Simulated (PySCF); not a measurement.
# One shape, several levels: doublet [SiH2Cl2]+

Aim: a comparison of 5 runs (U-wB97X-V/STO-3G, UB2PLYP/STO-3G, UM06-2X/STO-3G, NEVPT2(3,3)/STO-3G, ROCCSD(T)/STO-3G) of doublet [SiH2Cl2]+. The job is set up through a Python script.

Program for the calculation: PySCF 2.14.0.

13 further runs of the same task are left out: 3 that didn't finish, 10 set aside as unsound or not needed.

**1. The structure to begin with**

The species is [SiH2Cl2]+ (5 atoms), meant as a doublet with charge +1. SMILES of the parent species: `[H][Si]([H])(Cl)Cl`. Geometry: relaxed at GFN2-xTB. That shape belongs to the parent species and isn't relaxed for this state.

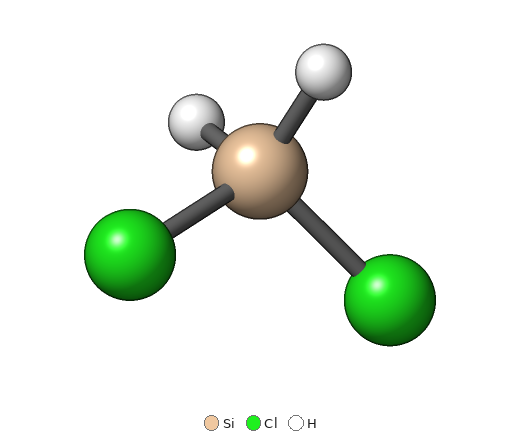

Viewed from a chosen angle; silicon light orange, chlorine green, hydrogen white.

**2. A single-point energy at U-wB97X-V/STO-3G (run 1)**

Contents of run.py:

```python
from pyscf import gto, dft

mol = gto.M(
    atom='''
Si  -0.114410   0.000100  -0.080100
Cl  -0.106910  -0.020950   1.929170
Cl   1.776060   0.014740  -0.761640
H   -0.781060   1.211900  -0.531030
H   -0.773670  -1.205780  -0.556400
''',
    verbose=3,
    charge=1,
    basis='sto-3g',
    max_memory=1860,
    spin=1,
)

mf = dft.UKS(mol, xc='wb97x-v')
mf.grids.level = 5
mf.nlcgrids.level = 1
mf.conv_tol = 1e-10
mf.kernel()
if not mf.converged:
    mf = mf.newton().run(mf.mo_coeff, mf.mo_occ)

e_final = mf.e_tot
print('Final energy', e_final)
```

Launch:

```bash
OMP_NUM_THREADS=1 python run.py
```

Standard output:

```text
WARN: HOMO -0.383744729237239 >= LUMO -0.383744729237238

converged SCF energy = -1197.28082697516  <S^2> = 0.75307941  2S+1 = 2.003077
Final energy -1197.2808269751592
```

Wall time 42 s (1 thread of Arm Neoverse V1, shared host); peak memory 0.25 GiB.

**3. The energy at UB2PLYP/STO-3G (run 2)**

Contents of run.py:

```python
from pyscf import gto, dft, mp

molecule = gto.M(
    atom='''
Si      -0.114410       0.000100      -0.080100
Cl      -0.106910      -0.020950       1.929170
Cl       1.776060       0.014740      -0.761640
H       -0.781060       1.211900      -0.531030
H       -0.773670      -1.205780      -0.556400
''',
    basis='sto-3g',
    charge=1,
    spin=1,
    verbose=3,
    max_memory=1860,
)

calc0 = dft.UKS(molecule, xc='0.53*HF + 0.47*B88, 0.73*LYP')
calc0.grids.level = 5
calc0.conv_tol = 1e-10
calc0.kernel()
if not calc0.converged:
    calc0 = calc0.newton().run(calc0.mo_coeff, calc0.mo_occ)

pt = mp.MP2(calc0, frozen=15).run()
etot = calc0.e_tot + 0.27 * pt.e_corr
print('PT2 part  %.8f' % (0.27 * pt.e_corr))
print('Final energy', etot)
```

Launch:

```bash
OMP_NUM_THREADS=1 python run.py
```

Standard output:

```text
WARN: HOMO -0.371907942070022 >= LUMO -0.371907942070018

converged SCF energy = -1196.93312561587  <S^2> = 0.75540992  2S+1 = 2.0054026
E(UMP2) = -1197.02117009027  E_corr = -0.088044474395191
E(SCS-UMP2) = -1197.02268199109  E_corr = -0.0895563752208727
PT2 part  -0.02377201
Final energy -1196.956897623959
```

Run time: 9.9 s. Hardware: 1 thread of Arm Neoverse V1, shared host; peak memory 0.25 GiB.

Runs 3 to 4 aren't shown in full; the table further down has their settings and results.

**4. A single-point energy at ROCCSD(T)/STO-3G (run 5)**

Contents of calc.py:

```python
from pyscf import gto, scf, cc

system = gto.Mole()
system.atom = [
    ('Si', (-0.114410, 0.000100, -0.080100)),
    ('Cl', (-0.106910, -0.020950, 1.929170)),
    ('Cl', (1.776060, 0.014740, -0.761640)),
    ('H', (-0.781060, 1.211900, -0.531030)),
    ('H', (-0.773670, -1.205780, -0.556400)),
]
system.verbose = 3
system.spin = 1
system.basis = 'sto-3g'
system.max_memory = 1860
system.charge = 1
system.build()

calc0 = scf.ROHF(system)
calc0.conv_tol = 1e-10
calc0.kernel()
if not calc0.converged:
    calc0 = calc0.newton().run(calc0.mo_coeff, calc0.mo_occ)

mycc = cc.CCSD(calc0, frozen=15)
mycc.kernel()
e_t = mycc.ccsd_t()
energy = mycc.e_tot + e_t
print('E = %.10f Eh' % energy)
```

Launch:

```bash
OMP_NUM_THREADS=1 python calc.py
```

Standard output:

```text
converged SCF energy = -1195.63544185782

WARN: RCCSD method does not support ROHF method. ROHF object is converted to UHF object and UCCSD method is called.

E(UCCSD) = -1195.725901254789  E_corr = -0.09045939696451544
UCCSD(T) correction = -0.0034298099441585
E = -1195.7293310647 Eh
```

It took 1.1 s on 1 thread of Arm Neoverse V1, shared host; peak memory 0.12 GiB.

**5. All runs side by side**

| run | level | nlc grid | frozen core orbitals | energy (Eh) | HOMO energy (eV) | LUMO energy (eV) | ⟨S²⟩ | wall time |
| --- | --- | --- | --- | --- | --- | --- | --- | --- |
| 1 | U-wB97X-V/STO-3G | 1 | – | -1197.280827 | -16.26 | -11.33 | 0.753 | 42 s |
| 2 | UB2PLYP/STO-3G | – | 15 | -1196.956898 | -14.84 | -11.95 | 0.755 | 9.9 s |
| 3 | UM06-2X/STO-3G | – | – | -1197.465115 | -15.29 | -12.32 | 0.753 | 14 s |
| 4 | NEVPT2(3,3)/STO-3G | – | – | -1195.706348 | – | – | – | 2.2 s |
| 5 | ROCCSD(T)/STO-3G | – | 15 | -1195.729331 | – | – | 0.750 | 1.1 s |

**6. Summary of results**

| quantity | value |
| --- | --- |
| run 5: total energy | -1195.72933 Eh |
| run 5: correlation energy (15 core orbitals frozen) | -93.9 mEh |
| run 5: (T) correction | -3.43 mEh |
| run 5: ⟨S²⟩ of the reference determinant | 0.750 |
| run 5: T1 diagnostic | 0.013 |

Totals of different functionals can't be ranked against each other. In runs 1, 2, 3, 4, 5 the basis is minimal, so the values are rough. All runs together took 69 s, the longest 42 s.
